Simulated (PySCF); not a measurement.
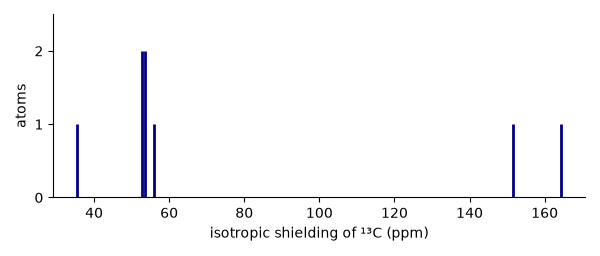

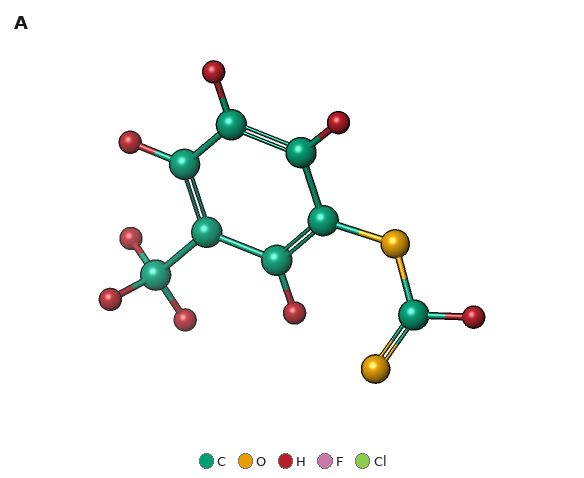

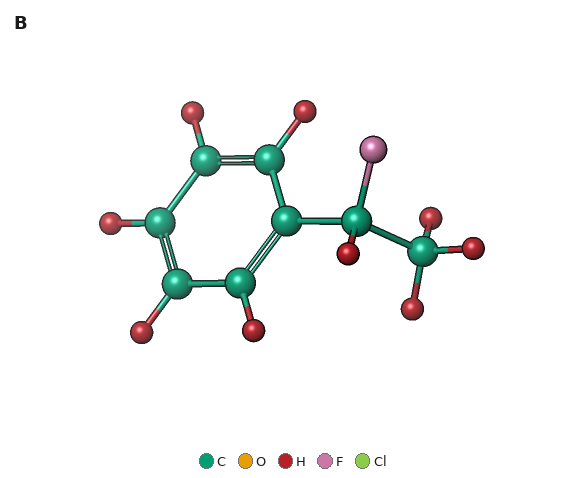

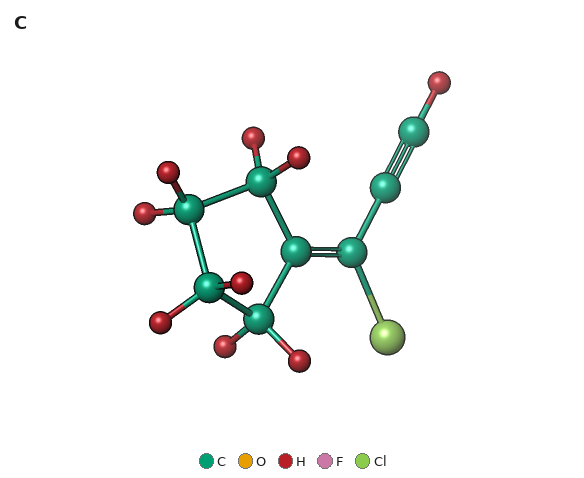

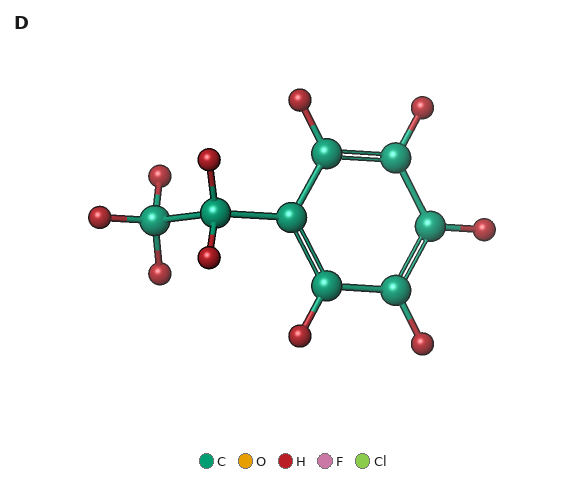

The sticks are computed shieldings of one of the molecules, for one fixed geometry (GFN2-xTB) without averaging over rotations. Low shielding means a high chemical shift. Method: GIAO PBE0/pcSseg-1 NMR shielding, non-relativistic, gas phase (PySCF 2.14.0).

Which molecule gives this pattern?

Answer. D, `CCc1ccccc1`. Its 8 C atoms give lines at 35.5, 52.7 (2 atoms), 53.6 (2 atoms), 55.9, 151.6, 164.3 ppm.
